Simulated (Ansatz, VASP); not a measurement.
**HfCr: VASP beside Ansatz**

One calculation is typed for both programs; each brings its own data sets and cutoff. How far apart do they land? The cell is invented: As first built, before any earlier steps moved the atoms: it takes the HfTi structure with some of its atoms replaced by other elements, volume scaled by an estimate. It may not be a known or stable phase. The cell comes out of the VASP series on this material, whose earlier steps may have relaxed, scaled or displaced it; both programs get it as it stands.

Calculated with Ansatz 0.2.0; plane waves, with VASP 6.6.1 beside it; relaxation of cell and atoms at r2SCAN.

**1. The structure**

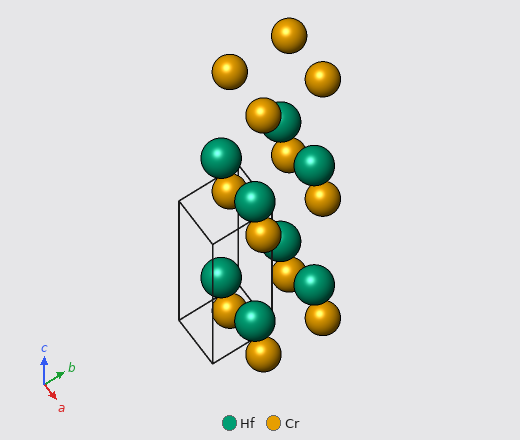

The starting structure, seen from a free direction (hafnium teal, chromium orange). 2×2×2 cells are drawn. Some periodic images of atoms are drawn too.

**2. Ansatz: relaxation of cell and atoms, r2SCAN**

Ansatz runs on its default PAW (the set named soft_2) files.

The relaxed volume is the usual yardstick between codes: its relative difference is about their pressure difference at one cell divided by the bulk modulus.

input.yaml reads:

```yaml
crystal:
  lattice:
    - [3.1025576269, 0.0, 0.0]
    - [-1.5512788135, 2.6868946471, 0.0]
    - [0.0, 0.0, 4.5222447933]
  atoms:
    - { symbol: Hf, position: [0.66666667, 0.33333333, 0.5] }
    - { symbol: Cr, position: [0.33333333, 0.66666667, 0.0], spin: 3.0 }
hamiltonian:
  xc: r2scan
  pseudopotentials: { kind: paw }
magnetization:
  spin_polarized: true
kpoints:
  mp_grid: { grid: [8, 8, 5] }
scf:
  occupations: { method: gaussian, width: 0.05 }
relax:
  f_tol: 0.01
  max_steps: 60
  cell: { stress_tol: 0.05 }
output:
  forces: true
  stress: true
```

Run with:

```sh
> ansatz run input.yaml --threads 4 --pin off --max-ram 9216MiB --backend cpu --events-out ev --progress --plain --runs-dir out
```

Numbers of over 12 decimals in the logs are rounded to 6 here.

The program printed:

```text
Engine: ansatz 0.2.0, aarch64-unknown-linux-gnu
Pseudopotentials: kind: paw
Pseudopotential: Hf, paw, valence charge 26, recommended cutoff 500 eV (meta_gga), Hf.paw.azcp
Pseudopotential: Cr, paw, valence charge 14, recommended cutoff 500 eV (meta_gga), Cr.paw.azcp
Functional definition: r2SCAN
  parameter k0 = 0.174
  parameter k1 = 0.065
  parameter a1 = 4.9479
  exchange = r2scan_x(k0 = k0, k1 = k1, a1 = a1)
  correlation = r2scan_c
Crystal: 2 atoms, lattice volume = 37.699 Å³
Basis set: ecut = 500 eV, 929 PW (Γ), exchange–correlation on 96×96×144 points (64 copies of the dense FFT grid, shifted against one another)
Bands: 26, of which v1, the nominal top of the filled ones, is band 20 counted from 1 (19 counted from 0)
Symmetry: 12 space group operations
Space group: P-6m2 (ITA 187), of the structure as read, at distance tolerance 3.4e-5 Å
Magnetic group: BNS 187.209 (UNI 1439), of the structure as read, at distance tolerance 3.4e-5 Å
k-points: 30 of 320 (time reversal used)
Non-local potential: Hf, projectors of the file, l = 0: 3, l = 1: 2, l = 2: 2, l = 3: 3
Non-local potential: Cr, projectors of the file, l = 0: 3, l = 1: 2, l = 2: 3, l = 3: 1
PAW form: soft (Blöchl's): semilocal exchange-correlation on the pseudo side does not see the compensation charge
PAW frozen core: Hf, regenerated for the run's functional (the file was generated under x = pbe(κ = 0.804, μ = 0.219515), c = pbe(β = 0.066725))
PAW frozen core: Cr, regenerated for the run's functional (the file was generated under x = pbe(κ = 0.804, μ = 0.219515), c = pbe(β = 0.066725))
PAW one-centre angular grid: Hf, 974 points (default); XC on 160 Gauss nodes
PAW one-centre angular grid: Cr, 590 points (default); XC on 160 Gauss nodes
Initial density: superposition of atomic densities (chi_scale 0.1, normalization cell)
Starting moments: Σ|m| = 3 μB on 1 of 2 sites
Initial wavefunctions: pseudopotential atomic-orbital guess
Functional: x = r2scan, c = r2scan; τ floored in thin density (d = 2e-4 eV/Å³)
SCF iter   1: F=—  HF=-19115.141302 eV  |F-HF|=—  |Δ(HF+E_count)|=         —  Δρ=7.37e-2 (↑7.37e-2 ↓5.37e-2)  dr2=7.28e0  dr2_τ=3.34e-2  dr2_m=6.66e-2  M=2.581 μB ∫|m|=2.985 μB  β_m=1.00  ethr=3.10e-3  ⟨swp⟩=3.9  Hψ=5342  notcnv=0
Mixer restart at iter 1: flushing history
preconditioner: auto → Kerker (q_TF=auto, 2.755 Å⁻¹)  [metal: Δε(μ)=0.003 eV  Ē_g=15.307 eV  σ=0.050 eV  W_gap=0.04  n_scr=20 (ndim 8)  ℏωp=33.1 eV  f_vac=0.000  D(μ)=3.87/eV (n_scr^D=54)]
spin=Collinear: Kerker preconditioning applied to the charge; magnetization (m = ρ↑ − ρ↓) channel mixes plain (no charge-response kernel on spin).
SCF iter   2: F=—  HF=-19114.931151 eV  |F-HF|=—  |Δ(HF+E_count)|=   2.10e-1  Δρ=4.08e-2 (↑2.26e-2 ↓4.08e-2)  dr2=1.90e0  dr2_τ=7.61e-3  dr2_m=4.94e-2  M=2.447 μB ∫|m|=3.176 μB  β_m=1.00  ethr=3.10e-3  ⟨swp⟩=2.9  Hψ=3578  notcnv=0  defer=59  κ⁻¹=1.0e0(r=1)
SCF iter   3: F=—  HF=-19114.830469 eV  |F-HF|=—  |Δ(HF+E_count)|=   1.01e-1  Δρ=1.46e-2 (↑1.46e-2 ↓1.44e-2)  dr2=2.12e-1  dr2_τ=3.96e-3  dr2_m=1.09e-2  M=2.422 μB ∫|m|=3.433 μB  β_m=1.00  ethr=3.10e-3  ⟨swp⟩=2.2  Hψ=2616  notcnv=0  defer=63  κ⁻¹=4.4e-2(r=2)
SCF iter   4: F=—  HF=-19114.885788 eV  |F-HF|=—  |Δ(HF+E_count)|=         —  Δρ=2.01e-2 (↑2.01e-2 ↓1.13e-2)  dr2=9.49e-2  dr2_τ=3.87e-3  dr2_m=5.50e-2  M=2.673 μB ∫|m|=3.769 μB  β_m=1.00  ethr=5.30e-4  ⟨swp⟩=2.4  Hψ=2352  notcnv=0  defer=65
Mixer restart at iter 4: flushing history
SCF iter   5: F=—  HF=-19114.894574 eV  |F-HF|=—  |Δ(HF+E_count)|=   8.79e-3  Δρ=9.92e-3 (↑9.92e-3 ↓6.54e-3)  dr2=5.37e-2  dr2_τ=1.41e-3  dr2_m=4.65e-3  M=2.746 μB ∫|m|=3.872 μB  β_m=1.00  ethr=2.37e-4  ⟨swp⟩=2.4  Hψ=2130  notcnv=0  defer=65  κ⁻¹=1.0e0(r=1)
SCF iter   6: F=—  HF=-19114.920354 eV  |F-HF|=—  |Δ(HF+E_count)|=   2.58e-2  Δρ=4.28e-3 (↑4.28e-3 ↓4.10e-3)  dr2=1.93e-2  dr2_τ=3.60e-4  dr2_m=7.49e-5  M=2.819 μB ∫|m|=3.967 μB  β_m=1.00  ethr=1.34e-4  ⟨swp⟩=2.5  Hψ=2622  notcnv=0  defer=65  κ⁻¹=7.1e-2(r=2)
SCF iter   7: F=—  HF=-19114.938244 eV  |F-HF|=—  |Δ(HF+E_count)|=         —  Δρ=2.39e-3 (↑2.39e-3 ↓2.11e-3)  dr2=2.19e-3  dr2_τ=7.46e-5  dr2_m=1.17e-3  M=2.849 μB ∫|m|=4.009 μB  β_m=1.00  ethr=4.84e-5  ⟨swp⟩=2.3  Hψ=3136  notcnv=0  defer=67
Mixer restart at iter 7: flushing history
SCF iter   8: F=—  HF=-19114.938775 eV  |F-HF|=—  |Δ(HF+E_count)|=   5.31e-4  Δρ=1.08e-3 (↑1.07e-3 ↓1.08e-3)  dr2=1.22e-3  dr2_τ=1.88e-5  dr2_m=8.24e-5  M=2.839 μB ∫|m|=3.989 μB  β_m=1.00  ethr=5.48e-6  ⟨swp⟩=2.0  Hψ=2953  notcnv=0  defer=67  κ⁻¹=1.0e0(r=1)
SCF iter   9: F=—  HF=-19114.938718 eV  |F-HF|=—  |Δ(HF+E_count)|=   5.73e-5  Δρ=6.68e-4 (↑6.68e-4 ↓6.20e-4)  dr2=5.66e-4  dr2_τ=6.70e-6  dr2_m=2.37e-6  M=2.834 μB ∫|m|=3.975 μB  β_m=1.00  ethr=3.06e-6  ⟨swp⟩=2.0  Hψ=2091  notcnv=0  defer=67  κ⁻¹=5.8e-2(r=2)
SCF iter  10: F=—  HF=-19114.938792 eV  |F-HF|=—  |Δ(HF+E_count)|=   7.45e-5  Δρ=3.43e-4 (↑3.43e-4 ↓2.15e-4)  dr2=7.35e-5  dr2_τ=1.79e-6  dr2_m=9.81e-6  M=2.830 μB ∫|m|=3.966 μB  β_m=1.00  ethr=1.41e-6  ⟨swp⟩=2.0  Hψ=2938  notcnv=0  defer=67  κ⁻¹=2.2e-2(r=3)
[...]
SCF iter  14: F=—  HF=-19114.938866 eV  |F-HF|=—  |Δ(HF+E_count)|=   1.01e-5  Δρ=8.11e-5 (↑8.11e-5 ↓4.18e-5)  dr2=5.14e-6  dr2_τ=8.29e-8  dr2_m=2.38e-7  M=2.832 μB ∫|m|=3.973 μB  β_m=1.00  ethr=9.14e-8  ⟨swp⟩=2.0  Hψ=1856  notcnv=0  defer=67  κ⁻¹=1.5e-5(r=7)
SCF iter  15: F=—  HF=-19114.938868 eV  |F-HF|=—  |Δ(HF+E_count)|=   2.60e-6  Δρ=1.55e-5 (↑1.22e-5 ↓1.55e-5)  dr2=2.20e-7  dr2_τ=2.80e-9  dr2_m=4.68e-9  M=2.832 μB ∫|m|=3.973 μB  β_m=1.00  ethr=1.29e-8  ⟨swp⟩=2.0  Hψ=2168  notcnv=0  defer=67  κ⁻¹=7.3e-6(r=8)
SCF iter  16: F=—  HF=-19114.938869 eV  |F-HF|=—  |Δ(HF+E_count)|=   3.98e-7  Δρ=1.41e-5 (↑1.41e-5 ↓1.15e-5)  dr2=2.48e-7  dr2_τ=2.10e-9  dr2_m=6.54e-9  M=2.832 μB ∫|m|=3.973 μB  β_m=1.00  ethr=5.49e-10  ⟨swp⟩=2.0  Hψ=2305  notcnv=0  defer=67  κ⁻¹=1.4e-5(r=8)
SCF iter  17: F=—  HF=-19114.938869 eV  |F-HF|=—  |Δ(HF+E_count)|=   2.89e-7  Δρ=5.81e-6 (↑5.81e-6 ↓4.15e-6)  dr2=1.86e-8  dr2_τ=4.72e-10  dr2_m=3.95e-9  M=2.832 μB ∫|m|=3.973 μB  β_m=1.00  ethr=5.49e-10  ⟨swp⟩=2.0  Hψ=2757  notcnv=0  defer=67  κ⁻¹=2.4e-6(r=8)
SCF iter  18: F=—  HF=-19114.938869 eV  |F-HF|=—  |Δ(HF+E_count)|=   4.24e-9  Δρ=3.43e-6 (↑3.43e-6 ↓2.03e-6)  dr2=6.26e-9  dr2_τ=1.64e-10  dr2_m=9.85e-10  M=2.832 μB ∫|m|=3.973 μB  β_m=1.00  ethr=4.65e-11  ⟨swp⟩=2.0  Hψ=2762  notcnv=0  defer=67  κ⁻¹=5.3e-6(r=8)
SCF iter  19: F=-19114.938869 eV  HF=-19114.938869 eV  |F-HF|=9.12e-9  |Δ(HF+E_count)|=   1.96e-8  Δρ=2.49e-6 (↑2.31e-6 ↓2.49e-6)  dr2=1.29e-8  dr2_τ=1.11e-10  dr2_m=1.68e-10  M=2.832 μB ∫|m|=3.973 μB  ethr=1.57e-11  ⟨swp⟩=1.3  Hψ=4607  notcnv=0
SCF 1 converged in 19 iterations: F = -19114.938869 eV  dr2 = 1.29e-8
  greatest PAW one-centre occupation: 1.000 electrons in one spin orbital (limit 2), on the Cr atom at site 1 (counted from 0), in its partial waves of l = 0
relax step   1: F+E_penalty+E_count = -19114.93886894 eV  Δ(F+E_penalty+E_count) = +0.000e0 eV  max|allowed force component| = 1.203e-16 eV/Å  Δτ_max = 0.0000 Å  P = +0.417 GPa  Ω = 37.699 Å³  (19 SCF iters, dr2 threshold 1.00e-7 eV, accepted)
[...]
relax step   2: F+E_penalty+E_count = -19114.93862181 eV  Δ(F+E_penalty+E_count) = +2.471e-4 eV  max|allowed force component| = 9.252e-17 eV/Å  Δτ_max = 0.0000 Å  P = -0.936 GPa  Ω = 38.187 Å³  energy of the carried Pulay correction = -1.676e-4 eV  (11 SCF iters, dr2 threshold 2.00e-7 eV, rejected (line search))
[...]
relax step   3: F+E_penalty+E_count = -19114.94020129 eV  Δ(F+E_penalty+E_count) = -1.332e-3 eV  max|allowed force component| = 1.018e-16 eV/Å  Δτ_max = 0.0000 Å  P = +0.081 GPa  Ω = 37.799 Å³  energy of the carried Pulay correction = -3.805e-5 eV  (17 SCF iters, accepted)
[...]
relax step   4: F+E_penalty+E_count = -19114.94026088 eV  Δ(F+E_penalty+E_count) = -5.959e-5 eV  max|allowed force component| = 6.014e-17 eV/Å  Δτ_max = 0.0000 Å  P = +0.005 GPa  Ω = 37.821 Å³  energy of the carried Pulay correction = -4.649e-5 eV  (10 SCF iters, dr2 threshold 8.23e-8 eV, accepted)
[...]
relax step   5: F+E_penalty+E_count = -19114.94030599 eV  Δ(F+E_penalty+E_count) = -4.510e-5 eV  max|allowed force component| = 5.551e-17 eV/Å  Δτ_max = 0.0000 Å  P = +0.006 GPa  Ω = 37.821 Å³  stress off target by 2.15e-2 GPa  SCF on the basis re-selected at this cell (its energy is not comparable with the rows above)  (11 SCF iters)
basis re-selected at this cell: Δ(F+E_penalty+E_count) = -4.510e-5 eV, ΔP = +0.000 GPa vs the last step (what re-selecting the basis moved, of the pressure what is left beyond the Pulay correction that the steps carried, after the strain that the cell walked since its last selection, with what the two solves' SCF thresholds leave and, on support functions, any second-order correction that the steps lacked; it is no m [...]
SCF converged after 11 iterations
Stability not checked: this state was not tested for a lower state beside it, because the mixer in use, unlike msr1, does not test its closes by its own steps (another_mixer; see scf.mixing.algorithm and scf.lower_state_search)
Magnetization: 2.8199 μB (21.4100 up, 18.5900 down)
Absolute magnetization: 3.9610 μB (∫|ρ↑−ρ↓|, with the PAW one-centre terms)
Spin contamination: 0.5085 ħ² per cell (⟨S²⟩ above its minimum at these occupations)
Per-site moments (μB) at R_I (Å): [(-0.305217, 1.187474), (3.193924, 1.187474)]
Free energy (F): -19114.940306 eV
Harris-Foulkes:  -19114.940306 eV  (|F-HF|=1.46e-11)
Internal energy: -19114.938207 eV  (E = F + TS)
E sigma→0 (E₀):  -19114.939257 eV
Entropy (-TS):   -0.002099 eV (-1.049 meV/atom)
Fermi energy:    17.279188 eV
--- Per-component energies (eV) ---
  E_band       = -219.349486
  E_kinetic    = 767.173229
  E_local      = -6768.248868  (includes V_loc(G=0)·N_el)
  E_nonlocal   = -1164.519006
  E_hartree    = 3122.192393
  E_xc         = -419.587706
  E_vxc        = -491.721673  (∫ρ·V_xc dr)
  E_paw        = -8159.336914  (= ΣΔE_a)
  E_vpaw       = 1166.278816  (= ΣTr[D̂ρ^β])
  E_aug_tail   = 0.000219  (compensation charges beyond the density's cutoff)
  E_vtau       = 27.302980  (kinetic-family band-sum trace: ∫τ·v_τ [+ j·A + Jᵃ·Aᵃ] dr)
  E_ewald      = -6492.660750
  E_core_change = 0.049194  (= ΣΔE_core)
  E_smearing   = -0.002099  (= −TS)
  E_closure    = 0.000000  (closes the sum)
  Σ components = -19114.940306   (vs F -19114.940306, Δ=0.00e0)
--- Forces (eV/Å), atoms counted from 1 ---
  atom   1  Hf     0.00000000     0.00000000     0.00000000
  atom   2  Cr    -0.00000000    -0.00000000     0.00000000
  max |Σ_I F_I| component: 5.55e-17 eV/Å
--- Stress (GPa, compression-positive) ---
        0.019103       0.000000       0.000000
        0.000000       0.019103       0.000000
        0.000000       0.000000      -0.021488
  P = ⅓ Tr σ = 0.0056 GPa (0.056 kbar)
--- Relaxed structure (4 steps of the walk, 3 accepted, 1 SCFs on fresh bases) ---
  F+E_penalty+E_count = -19114.94030599 eV   max|allowed force component| = 5.551e-17 eV/Å   (the final SCF, on the basis selected at the relaxed cell)
  cell:  # Å, volume = 37.8206 Å³
    - [3.117596, 2.900752210139083e-11, 0.0]
    - [-1.558798, 2.699917, 0.0]
    - [0.0, 0.0, 4.493219]
  atoms:
    - { symbol: Hf, position: [0.666667, 0.333333, 0.5] }
    - { symbol: Cr, position: [0.333333, 0.666667, 0.0] }
```

It took 22 s on 4 threads of Arm Neoverse V2, shared host; peak memory 0.59 GiB; 81 s of CPU time.

[end of part 1 of 2]

[Lines on the potential files, build, host, timing and source positions are cut from VASP's logs without a mark.]

[Logs are printed without paths, hosts, clocks, repeated set-up lines and the standing remarks that a program may print on its own settings, such as how far it seeks lower states.]

[Hosts, paths, dates, database ids (printed as entryN), source tags and the programs' standing remarks are cut or masked in the printed files.]
